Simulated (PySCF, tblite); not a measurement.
# C4H7F4Si radical: geometry, infrared bands and EPR parameters

Wanted: the infrared bands and EPR parameters of C4H7F4Si radical (`CC[C](CF)[Si](F)(F)F`), by calculation.

The runs use tblite 0.8.0 and PySCF 2.14.0, with density-fitted response routines of our own; the level of theory stands in each step. All values are computed, except where a source is named. Atoms count from 0, in the outputs and in this text.

## 1. Starting geometry

16 atoms, charge 0, multiplicity 2; geometry from: force field or distance geometry start.

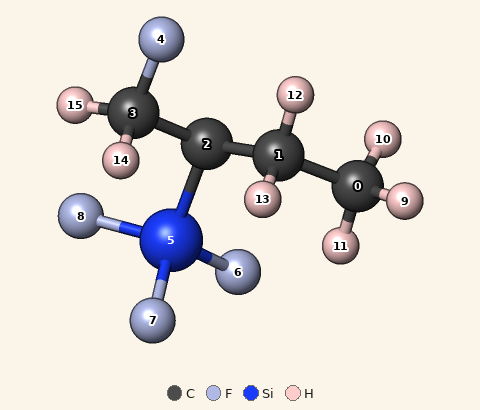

The starting geometry (carbon dark grey, fluorine light blue, silicon blue, hydrogen pink), atoms numbered.

## 2. Relaxing the molecule with GFN2-xTB

Job settings and geometry (Å):

```
{"job": {"kind": "relax", "xc": "GFN2-xTB", "basis": "xTB"}, "charge": 0, "multiplicity": 2}
C      1.908800    -0.666900    -0.382500
C      0.983700     0.434900     0.130100
C     -0.379000     0.355100    -0.460600
C     -1.170400     1.523400     0.150500
F     -0.465900     2.660500    -0.199100
Si    -1.318900    -1.199700    -0.083300
F     -0.738600    -2.538700    -0.927500
F     -1.355400    -1.543300     1.579500
F     -2.905600    -0.970300    -0.633500
H      2.841200    -0.626300     0.187300
H      2.124600    -0.559000    -1.453400
H      1.412500    -1.633800    -0.142900
H      1.470300     1.399500    -0.137100
H      0.961500     0.411700     1.256500
H     -1.155600     1.426000     1.281800
H     -2.220800     1.535900    -0.177100
```

Started as:

```sh
OMP_NUM_THREADS=1 python probes_run.py task.json out
```

This one command runs all jobs of the session in turn.

Log:

```text
step      E/eV     max force
  0    -894.34813    2.942
  1    -894.80882    2.137
  2    -895.11405    2.202
  3    -895.18878    0.591
  4    -895.22533    0.471
  5    -895.27422    0.813
  6    -895.32146    0.865
  7    -895.36455    0.581
  8    -895.39109    0.391
  9    -895.41250    0.325
 10    -895.42800    0.439
 11    -895.44407    0.521
 12    -895.46070    0.475
 13    -895.47609    0.324
 14    -895.49079    0.268
 15    -895.50566    0.277
 16    -895.51955    0.253
 17    -895.53108    0.245
 18    -895.54023    0.209
 19    -895.54713    0.195
 20    -895.55301    0.185
 21    -895.55857    0.167
 22    -895.56338    0.172
 23    -895.56754    0.177
 24    -895.57072    0.135
 25    -895.57276    0.100
 26    -895.57406    0.091
 27    -895.57507    0.091
 28    -895.57622    0.098
 29    -895.57797    0.109
 30    -895.58013    0.134
 31    -895.58197    0.089
 32    -895.58313    0.084
 33    -895.58415    0.082
 34    -895.58575    0.090
 35    -895.58816    0.130
 36    -895.59060    0.130
 37    -895.59299    0.151
 38    -895.59518    0.134
 39    -895.59760    0.122
 40    -895.60009    0.131
 41    -895.60197    0.094
 42    -895.60319    0.077
 43    -895.60411    0.122
 44    -895.60533    0.109
 45    -895.60675    0.079
 46    -895.60842    0.040
 47    -895.60859    0.039
 48    -895.60894    0.034
 49    -895.60916    0.033
 50    -895.60950    0.041
 51    -895.60981    0.047
 52    -895.61022    0.061
 53    -895.61068    0.057
 54    -895.61110    0.036
 55    -895.61138    0.039
 56    -895.61159    0.040
 57    -895.61186    0.040
 58    -895.61224    0.048
 59    -895.61266    0.048
 60    -895.61304    0.049
 61    -895.61338    0.053
 62    -895.61380    0.052
 63    -895.61432    0.054
 64    -895.61483    0.056
 65    -895.61526    0.065
 66    -895.61576    0.076
 67    -895.61661    0.079
 68    -895.61797    0.082
 69    -895.61945    0.083
 70    -895.62078    0.087
 71    -895.62189    0.102
 72    -895.62342    0.115
 73    -895.62551    0.112
 74    -895.62931    0.134
 75    -895.63079    0.125
 76    -895.63249    0.097
 77    -895.63412    0.126
 78    -895.63558    0.099
 79    -895.63668    0.096
 80    -895.63748    0.092
 81    -895.63818    0.070
 82    -895.63875    0.078
 83    -895.63913    0.050
 84    -895.63953    0.044
 85    -895.63993    0.035
 86    -895.64016    0.038
 87    -895.64018    0.109
 88    -895.64059    0.062
 89    -895.64080    0.031
 90    -895.64120    0.033
 91    -895.64152    0.045
 92    -895.64187    0.061
 93    -895.64246    0.063
 94    -895.64305    0.056
 95    -895.64348    0.050
 96    -895.64370    0.046
 97    -895.64391    0.040
 98    -895.64410    0.039
 99    -895.64443    0.039
100    -895.64464    0.036
101    -895.64483    0.024
102    -895.64489    0.024
103    -895.64492    0.015
104    -895.64495    0.010
105    -895.64498    0.011
106    -895.64500    0.010
107    -895.64501    0.010
```

It took 0.61 s on 1 thread of Arm Neoverse V2, shared host.

Along the way: (not every step is listed)

```csv
step,energy from step 0 (eV),largest force (eV/Å)
0,0.0000,2.9418
1,-0.4607,2.1371
2,-0.7659,2.2018
3,-0.8406,0.5906
4,-0.8772,0.4708
5,-0.9261,0.8126
6,-0.9733,0.8650
7,-1.0164,0.5811
8,-1.0430,0.3913
17,-1.1830,0.2447
26,-1.2259,0.0908
35,-1.2400,0.1305
44,-1.2572,0.1092
53,-1.2626,0.0567
62,-1.2657,0.0523
71,-1.2738,0.1024
80,-1.2894,0.0918
89,-1.2927,0.0307
98,-1.2960,0.0389
102,-1.2968,0.0239
103,-1.2968,0.0147
104,-1.2968,0.0105
105,-1.2969,0.0108
106,-1.2969,0.0102
107,-1.2969,0.0103
```

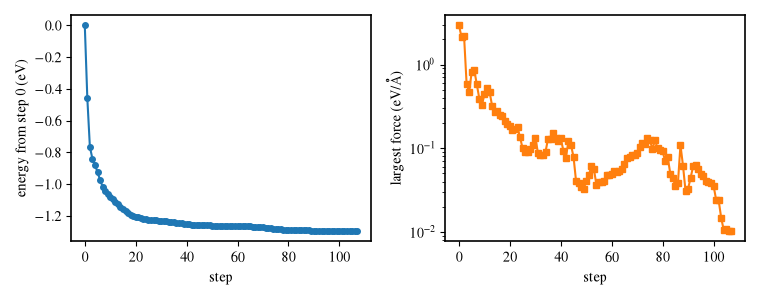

Energy and largest force along the relaxation.

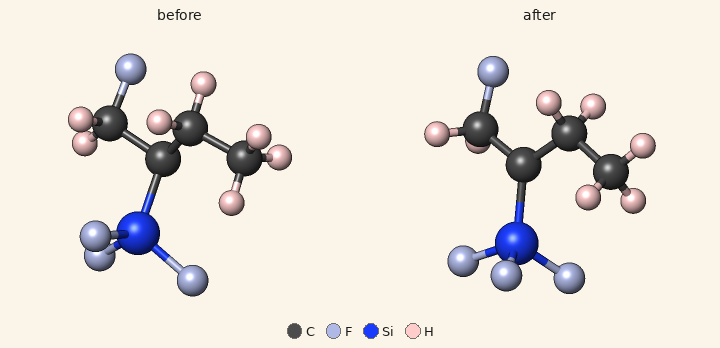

The geometry before (left) and after (right).

Close pairs (by a distance rule), those that changed most:

| bond | before (Å) | after (Å) | change (Å) |
| --- | --- | --- | --- |
| Si5–F7 | 1.698 | 1.592 | -0.107 |
| Si5–F8 | 1.695 | 1.591 | -0.104 |
| Si5–F6 | 1.686 | 1.591 | -0.095 |
| C2–C3 | 1.538 | 1.491 | -0.046 |
| C3–H14 | 1.136 | 1.100 | -0.036 |
| C1–H13 | 1.127 | 1.098 | -0.028 |
| C0–H11 | 1.113 | 1.087 | -0.026 |
| C2–Si5 | 1.856 | 1.835 | -0.021 |

The final coordinates are the input of the step that follows.

## 3. Harmonic vibrations with GFN2-xTB

Job settings and geometry (Å):

```
{"job": {"kind": "ir", "xc": "GFN2-xTB", "basis": "xTB"}, "charge": 0, "multiplicity": 2}
C      1.852316    -0.798815    -0.100731
C      1.087765     0.505540     0.057645
C     -0.389852     0.362620     0.044324
C     -1.191729     1.605025     0.239072
F     -0.404312     2.725206     0.298734
Si    -1.283825    -1.223356    -0.184692
F     -1.022321    -2.009046    -1.543651
F     -1.031479    -2.351732     0.909101
F     -2.855677    -0.981381    -0.160308
H      2.922392    -0.608584    -0.079920
H      1.607316    -1.276195    -1.046033
H      1.609796    -1.487545     0.704581
H      1.376625     1.205166    -0.738579
H      1.382886     1.003365     0.991288
H     -1.762495     1.575233     1.178600
H     -1.905003     1.763441    -0.580843
```

Log:

```text
mode    cm-1     km/mol
  1      10.3     11.12
  2      23.5      1.61
  3      66.1      1.64
  4     105.2      4.94
  5     125.8      0.06
  6     167.0      5.02
  7     193.4      8.19
  8     196.1      4.76
  9     243.9      9.95
 10     252.7     54.64
 11     270.9     13.22
 12     302.9     45.24
 13     380.1     42.43
 14     477.1     41.28
 15     672.8      3.53
 16     764.2      7.98
 17     832.3    238.27
 18     888.5     40.31
 19     897.2    210.92
 20     913.0    256.20
 21    1003.1     12.04
 22    1034.6     33.93
 23    1039.8      2.15
 24    1100.8      6.52
 25    1177.8     19.70
 26    1185.0     57.68
 27    1211.5      0.71
 28    1245.8     18.23
 29    1317.2     19.70
 30    1329.0      6.76
 31    1411.2     13.23
 32    1417.4     11.20
 33    1435.3     30.30
 34    1498.1      4.98
 35    1498.5      5.18
 36    2863.3      6.80
 37    2869.9     10.74
 38    2900.8      9.28
 39    2911.7     14.25
 40    3044.6     26.10
 41    3045.7     23.71
 42    3051.0     13.11
```

Wall time 0.46 s (1 thread of Arm Neoverse V2, shared host).

Which atoms move in the most intense modes:

```csv
cm⁻¹,km/mol,atoms
253,54.6,"F4 22 %, F8 21 %, F6 17 %, F7 16 %"
303,45.2,C2 51 %
380,42.4,"F4 29 %, Si5 16 %, C1 11 %"
477,41.3,"C1 18 %, Si5 16 %, C3 12 %"
832,238.3,"Si5 31 %, F8 19 %, F7 16 %, F6 16 %"
897,210.9,"Si5 39 %, F6 23 %, F7 22 %"
913,256.2,"Si5 48 %, F8 33 %"
1185,57.7,"C2 38 %, H14 23 %, C3 16 %"
```

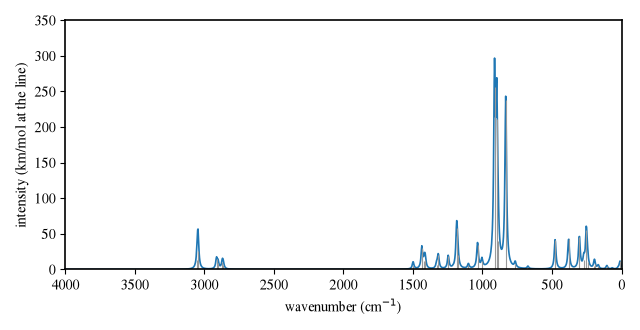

The infrared spectrum from these modes, unscaled. Lines are broadened to a width of 14 cm⁻¹ (Lorentzian).

## 4. EPR parameters: B3LYP/pcH-1

Settings changed since step 3:

```diff
@@ -1,2 +1,2 @@
-{"job": {"kind": "ir", "xc": "GFN2-xTB", "basis": "xTB"}, "charge": 0, "multiplicity": 2}
+{"job": {"kind": "epr", "basis": "pcH-1"}, "charge": 0, "multiplicity": 2}
 C      1.852316    -0.798815    -0.100731
```

Level: UKS B3LYP, pcH-1 on C F H Si, non-relativistic, mean-field spin-orbit, GIAO.

Log:

```text
UKS, coarse grid
  cycle   1  E = -845.51844485  |g| = 7.58e-01
  cycle   2  E = -845.29728428  |g| = 1.18e+00
  cycle   3  E = -845.69383082  |g| = 7.45e-02
  cycle   4  E = -845.69567154  |g| = 4.06e-02
  cycle   5  E = -845.69646241  |g| = 6.59e-03
  cycle   6  E = -845.69647849  |g| = 3.05e-03
  cycle   7  E = -845.69648308  |g| = 1.07e-03
  cycle   8  E = -845.69648400  |g| = 4.60e-04
UKS, final grid
  cycle   1  E = -845.69646680  |g| = 6.50e-04
  cycle   2  E = -845.69646664  |g| = 9.73e-04
  cycle   3  E = -845.69646695  |g| = 5.36e-05
  cycle   4  E = -845.69646695  |g| = 1.77e-05
E = -845.69646695 Eh   <S^2> = 0.7534 (exact 0.7500)
g shifts (ppm)      1          2          3
  rmc          -140       -140       -140
  gc              2         25         18
  oz_so         -42        137       1084
  total        -180         22        962
hyperfine (MHz)  atom isotope    a_iso     a_fc   dipolar eigenvalues
    0   13C       0.17       0.18     -0.78     -0.71      1.49
    1   13C     -28.97     -28.98     -3.12      0.42      2.70
    2   13C      76.28      76.43    -72.70    -72.03    144.73
    3   13C     -33.21     -33.22     -3.03      0.86      2.17
    4   19F      -2.91      -2.96    -12.56     -0.87     13.43
    5  29Si      56.23      56.23     -9.60      3.73      5.87
    6   19F      45.08      44.94    -24.89    -24.28     49.17
    7   19F      44.02      43.89    -24.31    -23.66     47.97
    8   19F      -4.43      -4.51     -9.80     -6.33     16.13
    9    1H      -2.72      -2.72     -1.68     -1.49      3.17
   10    1H      -1.06      -1.06     -2.74     -2.60      5.35
   11    1H      -1.11      -1.11     -2.78     -2.61      5.38
   12    1H     116.51     116.51     -5.49     -3.10      8.60
   13    1H     110.25     110.25     -5.39     -2.97      8.36
   14    1H     122.01     122.01     -5.55     -2.85      8.40
   15    1H     106.16     106.16     -5.21     -3.45      8.65
```

Run time: 1.9 min. Hardware: 1 thread of Arm Neoverse V2, shared host; peak memory 1.1 GiB.

Principal g values 2.00214, 2.00234, 2.00328; g(iso) = 2.00259, against 2.00232 for a free electron.

Mean a(iso) over the nuclei that a row names, and the largest dipolar term of the row (other rows stand at the frozen geometry):

```csv
nuclei,isotope,a(iso) (MHz),"a(iso) (G, at g = 2.0023)",largest dipolar term (MHz)
"H14, H15",1H,114.1,40.7,8.7
"H12, H13",1H,113.4,40.5,8.6
C2,13C,76.3,27.2,144.7
Si5,29Si,56.2,20.1,-9.6
C3,13C,-33.2,-11.8,-3.0
C1,13C,-29.0,-10.3,-3.1
"F6, F7, F8",19F,28.2,10.1,49.2
F4,19F,-2.9,-1.0,13.4
"H9, H10, H11",1H,-1.6,-0.6,5.4
C0,13C,0.2,0.1,1.5
```

Mulliken spin populations:

C0 0.00; C1 -0.08; C2 0.94; C3 -0.07; F4 0.00; Si5 0.02; F6 0.01; F7 0.01; F8 0.00; H9 0.00; H10 0.00; H11 0.00; H12 0.04; H13 0.04; H14 0.05; H15 0.04

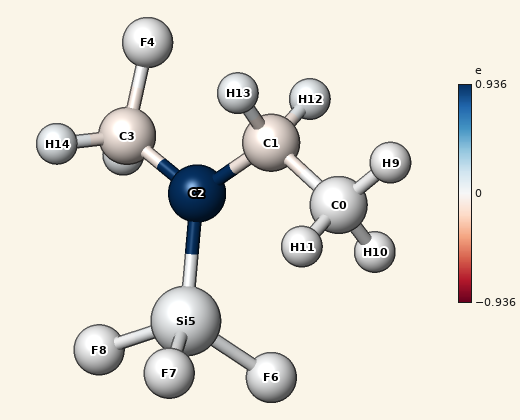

Mulliken spin populations, as colours on the atoms.

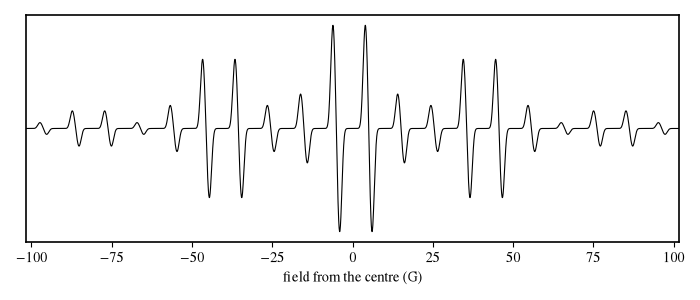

First-order isotropic spectrum (first derivative, main isotopes with spin only, couplings over 0.8 MHz, Gaussian width 0.5 G; couplings of the frozen geometry, rotation of groups not averaged beyond the rows shown).

The fields below are evaluated on a grid from the run's orbitals.

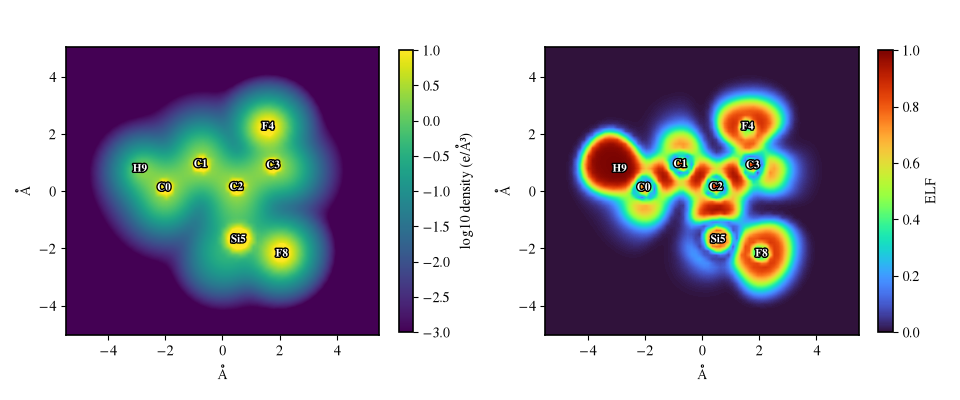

Density (left) and ELF (right) in a plane through or near 8 of the atoms.

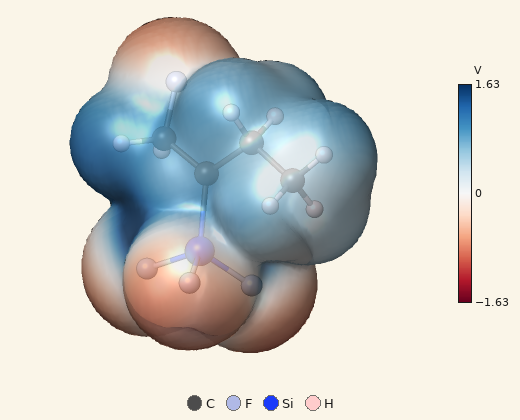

Electrostatic potential on the surface of density 0.002 e/bohr³; red is low, blue high. It runs from -0.84 V near F6 to 1.63 V near Si5.

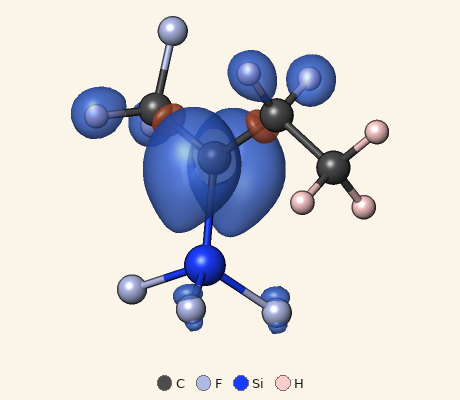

Spin density at ±0.03 e/Å³ (alpha excess blue, beta excess red).

## 5. Results

```
                                 quantity                      value
strongest single infrared mode (GFN2-xTB)       913 cm⁻¹, 256 km/mol
             zero-point energy (GFN2-xTB)              67.7 kcal/mol
                           g(iso) (B3LYP)                    2.00259
                                     ⟨S²⟩         0.753 (exact 0.75)
       largest a(iso) (averaged by class)  1H on H14, H15, 114.1 MHz
    surface potential, least and greatest         -0.84 V and 1.63 V
```

**Reading.** Relaxing lowered the energy by 1.297 eV in 107 steps; the close pair that moved most is Si5–F7, from 1.698 to 1.592 Å. All 42 modes are real, so the xTB geometry is a minimum. The strongest single mode, at 913 cm⁻¹, moves mainly Si5 and F8. GFN2-xTB is a fitted tight-binding method: band positions and strengths are rough. Its intensities can rank the bands wrongly. Most of the unpaired spin sits on C2 (0.94 e). The isotropic g lies 0.3 ppt above the free-electron value.
